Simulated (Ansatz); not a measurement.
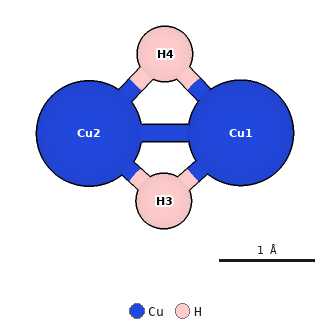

Fig. 1: The structure (ball-and-stick view, seen on its broad side; atoms are numbered from 1 in the order of the input). Sticks mark near contacts.

**Run report: Cu2H2 (charge +1), single-point calculation**

- system: Cu2H2, charge +1, multiplicity 2
- method: UKS wB97/6-31G* (Ansatz 0.2.0)

Some settings of this run were made unusual or wrong on purpose. The geometry comes from this level: r2SCAN-D4/def2-TZVP.

What the program printed:
```
Functional definition: wB97
  name "wB97"
  cite "Chai & Head-Gordon, J. Chem. Phys. 128, 084106 (2008) doi:10.1063/1.2834918"
  cite "Becke, J. Chem. Phys. 107, 8554 (1997) doi:10.1063/1.475007"
  parameter omega = 0.4/bohr
  parameter cx1 = 1.13116
  parameter cx2 = -2.74915
  parameter cx3 = 12.0900
  parameter cx4 = -5.71642
  parameter css1 = -2.55352
  parameter css2 = 11.8926
  parameter css3 = -26.9452
  parameter css4 = 17.0927
  parameter cos1 = 3.99051
  parameter cos2 = -17.0066
  parameter cos3 = 1.07292
  parameter cos4 = 8.88211
  # The coefficients of nought are those of the uniform gas.
  exchange = spin_sum(e_x_unif_sr(omega)*poly(b97_u_x, 1, cx1, cx2, cx3, cx4)) + exact_x_lr(omega)
  correlation = spin_sum(e_c_pw_same_spin*poly(b97_u_same, 1, css1, css2, css3, css4))
      + integral(e_c_pw_opposite_spin*poly(b97_u_opposite, 1, cos1, cos2, cos3, cos4))
820 factors; their error is unknown
140 factors; integrals over basis functions are off by at most 9.9e-4 eV
mean field evaluation 1: about -89263.0005 eV, gradient 9.5e1 eV
mean field evaluation 2: about -89169.8936 eV, gradient 2.4e2 eV
mean field evaluation 4: about -89281.5312 eV, gradient 6.4e0 eV
mean field evaluation 8: about -89281.6171 eV, gradient 1.4e-1 eV
mean field evaluation 16: about -89281.6094 eV, gradient 2.7e-4 eV
mean field -89281.60941301 eV, -3281.0386286798 hartree, gradient 3.9e-5 eV, S^2 0.751814; 0 other end points of the search recorded, 0 dependent functions left out
reference -89281.60940421 eV, -3281.0386283564 hartree; 30, 29 occupied and 46, 47 virtual orbitals, 820 factors
Total energy: -89281.60940421 eV, -3281.0386283564 hartree
```

This output came from the following input.

The input:
```yaml
crystal:
  periodic: [false, false, false]
  atoms:
    - {symbol: Cu, position_ang: [-0.605056, -0.176981, 0.498467]}
    - {symbol: Cu, position_ang: [0.604933, 0.177071, -0.498051]}
    - {symbol: H, position_ang: [0.062521, 0.651406, 0.295366]}
    - {symbol: H, position_ang: [-0.053484, -0.760064, -0.345003]}
basis:
  gaussian: {orbitals: "6-31G*"}
total_charge: 1
magnetization: {spin_polarized: true, initial_magnetization: 1}
hamiltonian: {xc: {name: wB97}}
```

Command:
```bash
ansatz run in.yaml --threads 2 --pin off --events-out ev --progress --plain --max-ram 4352MiB
```

What the run reported:

```tsv
quantity	value
outcome	converged
total energy	−89281.6094 eV
⟨S²⟩	0.752
SCF solution under orbital rotations	stable
hardware	2 threads of Arm Neoverse V2, 23 GiB of memory available, shared host
wall time	6 s (CPU time 11 s)
peak memory	0.26 GiB
```

What went wrong:

A setting was made wrong on purpose: squeeze. The program still converged, but the numbers can't be taken as results for the intended system.
